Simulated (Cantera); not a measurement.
Input: 1 mol B, a varied amount of O2, 17 mol H2, at 1725 K and 5100 Pa.

Method: chemical equilibrium by Gibbs-energy minimisation in Cantera with the NASA 1993 tables (ideal gas, pure condensed phases). Candidate condensed phases: B, B2O3, B3O3H3, H2O; 23 gas species. The numbers say what is thermodynamically allowed, not how fast it happens.

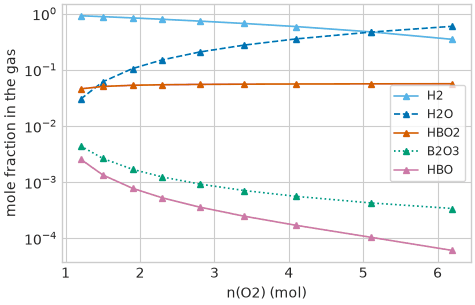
Equilibrium gas composition (values under 1e-9 drawn at 1e-9)

From 1.2 mol O2 to 6.2 mol O2 nothing is condensed. The main B-bearing gas is HBO2 throughout.
